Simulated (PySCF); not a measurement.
```xyz
5

F    -0.3633    1.3350   -0.7087
Si   -0.0042   -0.0048    0.0323
F    -0.7336   -1.1834   -0.7103
F     1.5476   -0.2338   -0.0850
H    -0.4120    0.0531    1.4343
```

Geometry: PBE0-D3(BJ)/def2-TZVP.

All numbers below come from PySCF 2.14.0, PBE0/pcSseg-2, SCF density, gas phase, non-relativistic.

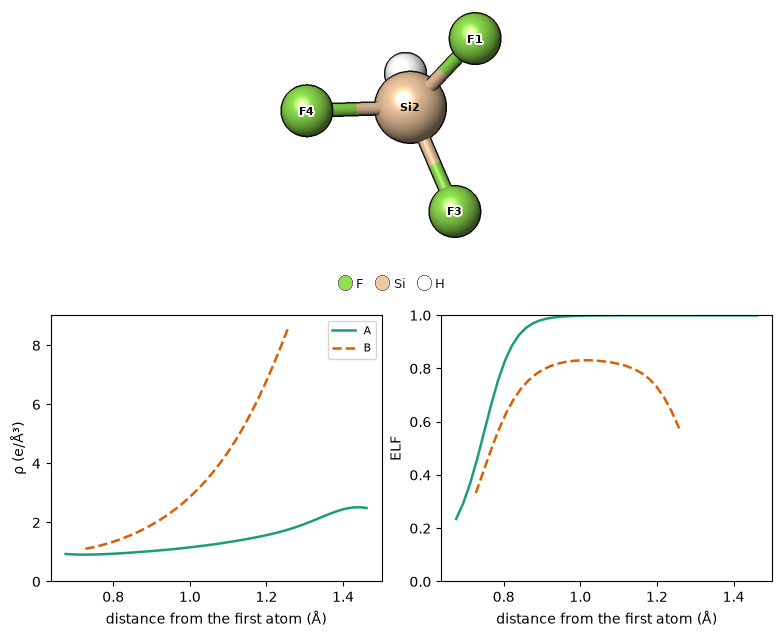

F3HSi (trifluorosilane). Total electron density and ELF along straight lines between neighbouring atoms. The curves leave out the atomic cores. The structure is drawn too.

Which curve belongs to which contact (Si–F and Si–H)? The first atom named is at distance zero.

Curve A: Si–H (1.46 Å): the density is about 0.91 e/Å³ at the midpoint; the ELF climbs to about 1 towards the hydrogen, as it does in any bond to H. Curve B: Si–F (1.57 Å): ρ is about 1.3 e/Å³ halfway; the ELF peaks at about 0.85 in the valence shell of F, 0.6 Å from its nucleus, and is about 0.55 at the midpoint.
